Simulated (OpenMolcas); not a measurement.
# triplet GeSiH3ClO at 6 levels

Aim: a comparison of 6 runs (UHF/3-21G, UB3LYP/6-31G*, U-r2SCAN/cc-pVDZ, UBLYP/cc-pVDZ, UTPSS/cc-pVDZ, ROCCSD(T)/cc-pVDZ) of triplet GeSiH3ClO. 

The results are computed with OpenMolcas 26.06.

## (1) Starting point

GeSiH3ClO: 7 atoms, total charge 0, spin state triplet. As SMILES of the parent species, `[SiH3][O][Ge][Cl]`. The shape is that of a PBE0-D4/def2-TZVP optimisation. This is one conformer, not always the lowest. That shape belongs to the parent species and isn't relaxed for this state.

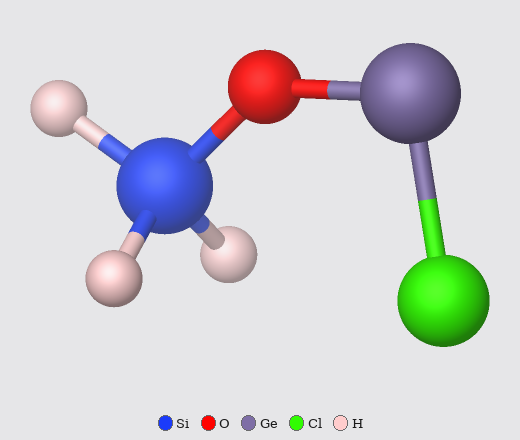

Viewed from a chosen angle; silicon blue, oxygen red, germanium purple, chlorine green, hydrogen pink.

## (2) The energy at UHF/3-21G (run 1)

calc.input reads:

```
* ClGeH3OSi Hartree-Fock

&GATEWAY
 BASLIB
 $CurrDir
 COORD
 7
 angstrom
 Si       0.184400       0.664200      -0.614200
 O        0.434500      -0.959500      -0.413800
 Ge       0.076600      -2.215900       0.776900
 Cl      -0.991800      -0.995100       2.277600
 H        0.795900       1.045400      -1.911300
 H       -1.268900       0.965100      -0.643300
 H        0.830700       1.427800       0.482400
 BASIS
 3-21G
 GROUP
 NoSym

&SEWARD

&SCF
 UHF
 SPIN
 3
 THRESHOLDS
 1e-10 1e-07 1e-07 1e-05
 PRORBITALS
 1
```

The basis set 3-21G is read from a file made from the Basis Set Exchange's data (not shown).

Run with:

```
$ export MOLCAS_MEM=1860
$ pymolcas calc.input > calc.log
```

Output:

```text
--- Start Module: gateway ---
[...]
--- Stop Module: gateway /rc=_RC_ALL_IS_WELL_ ---
--- Start Module: seward ---
[...]
      Basis functions           63
--- Stop Module: seward /rc=_RC_ALL_IS_WELL_ ---
--- Start Module: scf ---
[...]
       Convergence after  22 Iterations
[...]
::    Total SCF energy                              -2886.2571609114
[...]
      Total spin, S                                     1.0018519724
[...]
      Total electronic charge=   74.000000
      Total            charge=   -0.000000
[...]
      Dipole Moment (debye):
      Origin of the operator (angstrom)=   -0.1062   -1.2310    0.7132
                   X=  1.0595E+00               Y= -2.5238E+00               Z= -9.4410E-01           Total=  2.8954E+00
      Quadrupole Moment (debye*angstrom):
[...]
--- Stop Module: scf /rc=_RC_ALL_IS_WELL_ ---
[...]
```

Wall time 2.7 s (1 thread of Intel Xeon 6975P-C (Granite Rapids), shared host); peak memory 0.4 GiB.

## (3) A single-point energy at UB3LYP/6-31G(d) (spherical functions) (run 2)

calc.inp reads:

```
>>> EXPORT MOLCAS_PRINT=2

&GATEWAY
  BasLib=$CurrDir
  BasisSet
  Si.6-31Gs....
  Si1 0.184400 0.664200 -0.614200 angstrom
  End of Basis
  BasisSet
  O.6-31Gs....
  O2 0.434500 -0.959500 -0.413800 angstrom
  End of Basis
  BasisSet
  Ge.6-31Gs....
  Ge3 0.076600 -2.215900 0.776900 angstrom
  End of Basis
  BasisSet
  Cl.6-31Gs....
  Cl4 -0.991800 -0.995100 2.277600 angstrom
  End of Basis
  BasisSet
  H.6-31Gs....
  H5 0.795900 1.045400 -1.911300 angstrom
  H6 -1.268900 0.965100 -0.643300 angstrom
  H7 0.830700 1.427800 0.482400 angstrom
  End of Basis

&SEWARD
  GridInput
  Grid=UltraFine
  End of Grid

&SCF
  UHF
  Spin=3
  KSDFT=B3LYP
  Thresholds=1e-10 1e-07 1e-07 1e-05
  PrOrbitals=1
```

The basis set 6-31G* is read from a file made from the Basis Set Exchange's data (not shown).

Run with:

```
$ export MOLCAS_MEM=1860
$ pymolcas calc.inp > calc.log
```

Output:

```text
--- Start Module: gateway ---
[...]
--- Stop Module: gateway /rc=_RC_ALL_IS_WELL_ ---
--- Start Module: seward ---
[...]
      Basis functions           88
--- Stop Module: seward /rc=_RC_ALL_IS_WELL_ ---
[...]
--- Start Module: scf ---
[...]
       Convergence after  24 Iterations
[...]
::    Total KS-DFT energy                           -2903.4554405617
[...]
      Total spin, S                                     1.0011026362
[...]
      Total electronic charge=   74.000000
      Total            charge=   -0.000000
[...]
      Dipole Moment (debye):
      Origin of the operator (angstrom)=   -0.1062   -1.2310    0.7132
                   X=  3.4141E-01               Y= -8.3559E-01               Z= -2.9424E-01           Total=  9.4940E-01
      Quadrupole Moment (debye*angstrom):
[...]
--- Stop Module: scf /rc=_RC_ALL_IS_WELL_ ---
[...]
```

Wall time 34 s (1 thread of Intel Xeon 6975P-C (Granite Rapids), shared host); peak memory 0.48 GiB.

## (4) The energy at U-r2SCAN/cc-pVDZ (run 3)

mol.inp reads:

```
>>> EXPORT MOLCAS_PRINT=2

&GATEWAY
  BASLIB=$CurrDir
  COORD
  7
  angstrom
  Si       0.184400       0.664200      -0.614200
  O        0.434500      -0.959500      -0.413800
  Ge       0.076600      -2.215900       0.776900
  Cl      -0.991800      -0.995100       2.277600
  H        0.795900       1.045400      -1.911300
  H       -1.268900       0.965100      -0.643300
  H        0.830700       1.427800       0.482400
  BASIS=cc-pVDZ
  GROUP=NoSym

&SEWARD
  GRIDINPUT
  Grid=UltraFine
  End of Grid

&SCF
  UHF
  SPIN=3
  KSDFT=2
  1.0 MGGA_X_R2SCAN
  1.0 MGGA_C_R2SCAN
  THRESHOLDS=1e-10 1e-07 1e-07 1e-05
  PRORBITALS=1 2
```

The basis set cc-pVDZ is read from a file made from the Basis Set Exchange's data (not shown).

Run with:

```
$ export MOLCAS_MEM=1860
$ pymolcas mol.inp > mol.log
```

Output:

```text
--- Start Module: gateway ---
[...]
--- Stop Module: gateway /rc=_RC_ALL_IS_WELL_ ---
--- Start Module: seward ---
[...]
      Basis functions           92
--- Stop Module: seward /rc=_RC_ALL_IS_WELL_ ---
[...]
--- Start Module: scf ---
[...]
       Convergence after  23 Iterations
[...]
::    Total KS-DFT energy                           -2903.5721652580
[...]
      Total spin, S                                     1.0014356493
[...]
      Total electronic charge=   74.000000
      Total            charge=   -0.000000
[...]
      Dipole Moment (debye):
      Origin of the operator (angstrom)=   -0.1062   -1.2310    0.7132
                   X=  4.3605E-01               Y= -1.0777E+00               Z= -3.7179E-01           Total=  1.2205E+00
      Quadrupole Moment (debye*angstrom):
[...]
--- Stop Module: scf /rc=_RC_ALL_IS_WELL_ ---
[...]
```

Wall time 68 s (1 thread of Intel Xeon 6975P-C (Granite Rapids), shared host); peak memory 0.51 GiB.

Runs 4 to 5 aren't shown in full; the table further down has their settings and results.

## (5) The energy at ROCCSD(T)/cc-pVDZ (run 6)

job.input reads:

```
&GATEWAY
  BasLib = $CurrDir
  BasisSet
  Si.cc-pVDZ....
  Si1 0.184400 0.664200 -0.614200 angstrom
  End of Basis
  BasisSet
  O.cc-pVDZ....
  O2 0.434500 -0.959500 -0.413800 angstrom
  End of Basis
  BasisSet
  Ge.cc-pVDZ....
  Ge3 0.076600 -2.215900 0.776900 angstrom
  End of Basis
  BasisSet
  Cl.cc-pVDZ....
  Cl4 -0.991800 -0.995100 2.277600 angstrom
  End of Basis
  BasisSet
  H.cc-pVDZ....
  H5 0.795900 1.045400 -1.911300 angstrom
  H6 -1.268900 0.965100 -0.643300 angstrom
  H7 0.830700 1.427800 0.482400 angstrom
  End of Basis

&SEWARD

&SCF
  UHF
  Spin = 3
  Thresholds = 1e-10 1e-07 1e-07 1e-05
  PrOrbitals = 1 2

&RASSCF
  FileOrb = $Project.UnaOrb
  Spin = 3
  Nactel = 2 0 0
  Inactive = 36
  Ras2 = 2
  OutOrbitals = Canonical
  OrbListing = Few

&MOTRA
  JobIph
  Frozen = 20

&CCSDT
  CCT
  Triples = 3
  Iterations = 80
  Accuracy = 1e-08
  Extrapolation = 5 4
```

The basis set cc-pVDZ is read from a file made from the Basis Set Exchange's data (not shown).

Run with:

```
$ export MOLCAS_MEM=1860
$ pymolcas job.input > job.log
```

Output:

```text
--- Start Module: gateway ---
[...]
--- Stop Module: gateway /rc=_RC_ALL_IS_WELL_ ---
[...]
      Basis functions           92
[...]
       Convergence after  22 Iterations
[...]
::    Total SCF energy                              -2900.3955820748
[...]
      Total spin, S                                     1.0028094629
[...]
      Number of active orbitals                  2
[...]
      Spin quantum number                      1.0
[...]
      Active orbitals                            2
[...]
      Number of CSFs                             1
[...]
      Number of root(s) required                 1
[...]
      Convergence after  9 iterations
[...]
      printout of CI-coefficients larger than  0.05 for root  1
      energy=   -2900.392880
      conf/sym  11     Coeff  Weight
             1  uu   1.00000 1.00000
      Natural orbitals and occupation numbers for root  1
      sym 1:   1.000000   1.000000
      ************************************************************************************************************************
      *                                                    Final results                                                     *
[...]
::    RASSCF root number  1 Total energy:  -2900.39288040
[...]
      Total electronic charge=   74.000000
      Total            charge=   -0.000000
[...]
      Dipole Moment (debye):
      Origin of the operator (angstrom)=   -0.1062   -1.2310    0.7132
                   X=  7.0743E-01               Y= -1.9641E+00               Z= -5.1465E-01           Total=  2.1501E+00
      Quadrupole Moment (debye*angstrom):
[...]
--- Start Module: motra ---
[...]
      *** WARNING: Default frozen orbitals is overwritten by user input.
      *** Default values:  22
[...]
--- Stop Module: motra /rc=_RC_ALL_IS_WELL_ ---
--- Start Module: ccsdt ---
[...]
      Convergence after                    24  Iterations
      Total energy (diff) :   -2900.92537144      -0.00000001
[...]
 METHOD                       : CCSD+T(CCSD)+<T3(1)WT1>+<T3(1)UT2> = CCSD(T)
[...]
       CCSD     =     -2900.9253714373494
[...]
--- Stop Module: ccsdt /rc=_RC_ALL_IS_WELL_ ---
[...]
```

It took 69 s on 1 thread of Intel Xeon 6975P-C (Granite Rapids), shared host; peak memory 0.51 GiB.

## (6) All runs side by side

| run | level | integration grid | frozen core orbitals | energy (Eh) | dipole moment (D) | HOMO energy (eV) | ⟨S²⟩ | wall time |
| --- | --- | --- | --- | --- | --- | --- | --- | --- |
| 1 | UHF/3-21G | – | – | -2886.257161 | 2.90 | -7.81 | 2.006 | 2.7 s |
| 2 | UB3LYP/6-31G* (spherical functions) | UltraFine | – | -2903.455441 | 0.95 | -4.64 | 2.003 | 34 s |
| 3 | U-r2SCAN/cc-pVDZ | UltraFine | – | -2903.572165 | 1.22 | -4.24 | 2.004 | 68 s |
| 4 | UBLYP/cc-pVDZ | UltraFine | – | -2903.703413 | 0.75 | -3.47 | 2.002 | 48 s |
| 5 | UTPSS/cc-pVDZ | UltraFine | – | -2903.709215 | 1.05 | -3.96 | 2.003 | 70 s |
| 6 | ROCCSD(T)/cc-pVDZ | – | 20 | -2900.939224 | – | – | – | 69 s |

## (7) What came out

| quantity | value |
| --- | --- |
| run 6: total energy | -2900.93922 Eh |
| run 6: (T) correction | -13.85 mEh |

Over runs 1, 2, 3, 4, 5 the dipole moment (its size) runs from 0.75 D (UBLYP/cc-pVDZ) to 2.90 D (UHF/3-21G). The two ends differ in method and basis. Totals of different functionals can't be ranked against each other. All runs together took 4.9 min, the longest 70 s.
